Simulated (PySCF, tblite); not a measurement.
# C2H8F2SSi2: geometry, infrared bands and NMR shifts

What infrared bands and NMR shifts should C2H8F2SSi2 (`F[C@@H](C[SiH3])[Si@@H](F)S`) show?

Computed with tblite 0.8.0 and PySCF 2.14.0, with density-fitted response routines of our own, on a single molecule in the gas phase. Atoms are numbered from 0 throughout.

### 1 Starting geometry

15 atoms, charge 0, multiplicity 1; geometry from: force field or distance geometry start.

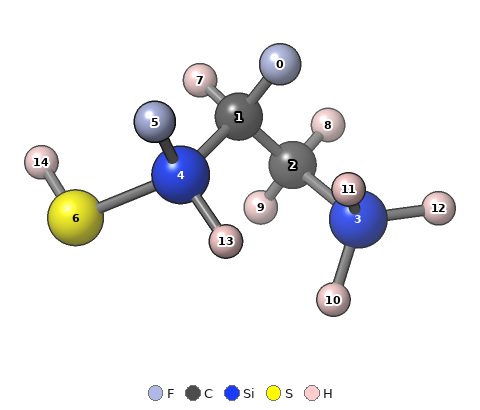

As it starts; fluorine light blue, carbon dark grey, silicon blue, sulfur yellow, hydrogen pink, atoms numbered; sticks join atoms by distance.

### 2 Relaxing the molecule with GFN2-xTB

Job settings and geometry (Å):

```
{"job": {"kind": "relax", "xc": "GFN2-xTB", "basis": "xTB"}, "charge": 0, "multiplicity": 1}
F     -0.341500    -0.038500     1.745900
C      0.283500    -0.496200     0.608600
C     -0.721400    -1.087900    -0.349600
Si    -1.922500     0.276000    -0.814000
Si     1.204900     0.928200    -0.106300
F      1.740100     1.949100     1.105700
S      2.940000     0.314600    -1.221100
H      0.998900    -1.284300     0.966600
H     -1.275100    -1.876700     0.190100
H     -0.242100    -1.457200    -1.268300
H     -1.615700     0.672600    -2.178000
H     -1.698600     1.431300     0.045000
H     -3.289000    -0.259500    -0.651800
H      0.331100     1.684400    -1.005500
H      3.602900    -0.748000    -0.594900
```

Launch:

```sh
> OMP_NUM_THREADS=1 python probes_run.py task.json out
```

This one command runs all jobs of the session in turn.

**Question.** This job is followed by: GFN2-xTB harmonic vibrations, gas phase; GIAO PBE0/pcSseg-1 NMR shielding, non-relativistic, gas phase. Predict these results of the whole session: strongest single infrared mode (GFN2-xTB); zero-point energy (GFN2-xTB); ¹³C shifts against TMS (PBE0/pcSseg-1); ¹H shifts against TMS (PBE0/pcSseg-1, means over atoms taken as alike); ¹⁹F shifts against CFCl3 (PBE0/pcSseg-1); ²⁹Si shifts against TMS (PBE0/pcSseg-1); ³³S shifts against CS2 (PBE0/pcSseg-1).

**Answer**, as computed:

| quantity | value |
| --- | --- |
| strongest single infrared mode (GFN2-xTB) | 788 cm⁻¹, 411 km/mol |
| zero-point energy (GFN2-xTB) | 57.0 kcal/mol |
| ¹³C shifts against TMS (PBE0/pcSseg-1) | 93.6, 14.4 ppm |
| ¹H shifts against TMS (PBE0/pcSseg-1, means over atoms taken as alike) | 5.85, 5.51, 3.91, 1.79, 1.05, 0.80 ppm |
| ¹⁹F shifts against CFCl3 (PBE0/pcSseg-1) | -176.6, -245.4 ppm |
| ²⁹Si shifts against TMS (PBE0/pcSseg-1) | 22.0, -76.4 ppm |
| ³³S shifts against CS2 (PBE0/pcSseg-1) | -216 ppm |

**Reading.** Relaxing lowered the energy by 0.690 eV in 154 steps; the close pair that moved most is S6–H14, from 1.400 to 1.324 Å. No mode is imaginary among the 39: a minimum at this level. The strongest single mode, at 788 cm⁻¹, is spread over several atoms, H12, H10, H11, Si3 among them. GFN2-xTB is a fitted tight-binding method: band positions and strengths are rough. Its intensities can rank the bands wrongly. The most deshielded carbon is C1 (sp3 CH bonded to F and Si), at 93.6 ppm: deshielded by the electronegative neighbour. At PBE0/pcSseg-1: Shielding is most anisotropic at S6 (span 258 ppm, paramagnetic term -339 ppm).
